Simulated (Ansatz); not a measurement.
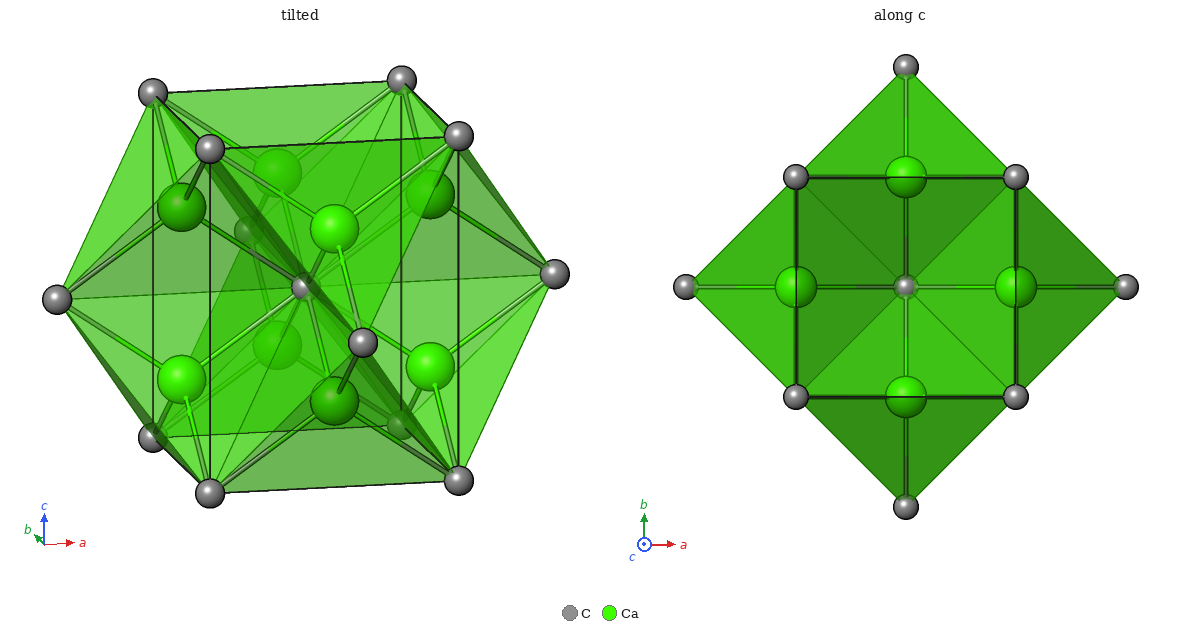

The crystal in a polyhedral representation, seen slightly off an axis and along the c axis. The wireframe shows the conventional unit cell. Some neighbours outside the box are added.

Ca₂C, space group I4/mmm (No. 139), a = 4.519 Å, b = 4.519 Å, c = 6.257 Å, α = 90.00°, β = 90.00°, γ = 90.00°. The model was built from a structure type filled with these elements by a generator (whether the compound takes this form wasn't checked). The cell was then strained or its atoms displaced on purpose. A calculation with Ansatz used it as input.

This one geometry was computed with Ansatz (DFT, plane waves, PAW) at three levels of theory: PBE, r2SCAN and HSE06. It was relaxed with r2SCAN and then strained.

How does the band gap change with the level of theory?

PBE: a gap of 0.19 eV, direct; r2SCAN: a gap of 0.39 eV, direct; HSE06: a gap of 0.79 eV, direct.

Collect the results in a table.

| level | cutoff (eV) | k-mesh of the run's cell | gap (eV) | pressure (GPa) |
| --- | --- | --- | --- | --- |
| PBE | 420 | 8×8×8 | 0.19 | -1.5 |
| r2SCAN | 500 | 8×8×8 | 0.39 | -2.3 |
| HSE06 | 420 | 6×6×6 | 0.79 | -1.9 |

Gaps are taken on the k-mesh or band path of each run.
